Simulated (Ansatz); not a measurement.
## Fields on a plane of TiSe2 (CdI2 type)

```xyz
3
Lattice="3.4376 0.0000 0.0000 -1.7188 2.9771 0.0000 0.0000 0.0000 5.8074" Properties=species:S:1:pos:R:3 pbc="T T T"
Ti     0.0000     0.0000     0.0000
Se     0.0000     1.9847     1.5385
Se     1.7188     0.9924     4.2689
```

The slice is a (-1 1 0 2) plane (indices of the conventional cell) through the point (0.000, 0.000, 0.000) (fractional), spanned by u = [110] and v = [1 -1 1] in vectors of this cell: u (3.44 Å) and v (8.32 Å, at 90° to u). It covers one period; positions are fractions (u, v).

Atoms on it: Ti at (0.00, 0.00). Other atoms lie within 1 Å of the plane.

Computed with LDA (plane waves to 420 eV, PAW, scalar-relativistic; Ansatz, an electronic-structure program). k mesh 16×16×8. Near the nuclei the fields are pseudised (PAW); where an atom keeps semicore shells as valence, they peak there. TiSe2 is run without spin polarisation. TiSe2 was relaxed with its symmetry unable to fall.

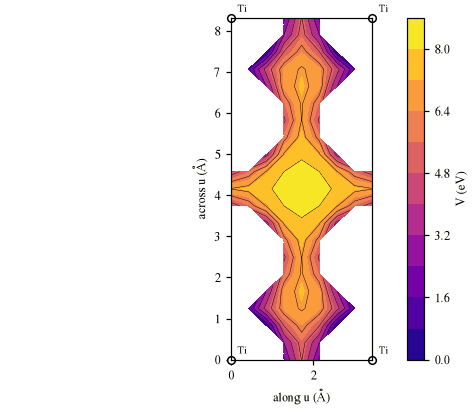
Fig. 1. Electrostatic potential energy of an electron, from the cell's mean, in eV, one period of the plane, atoms marked. Points within 1 Å of a nucleus are left white, as the pseudised field means little there. Values under 0 eV are set to 0. The zero, the cell's mean, hangs on the PAW cores.

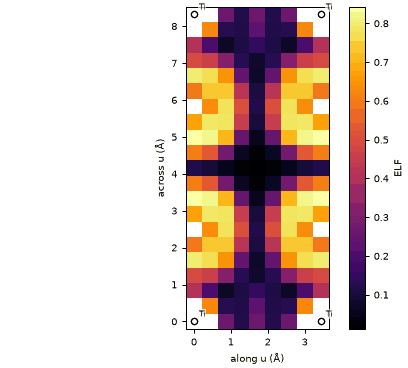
Fig. 1. Electron localisation function (ELF), one period of the plane, atoms marked. Points within 0.5 Å of a nucleus are left white, as the pseudised field means little there.
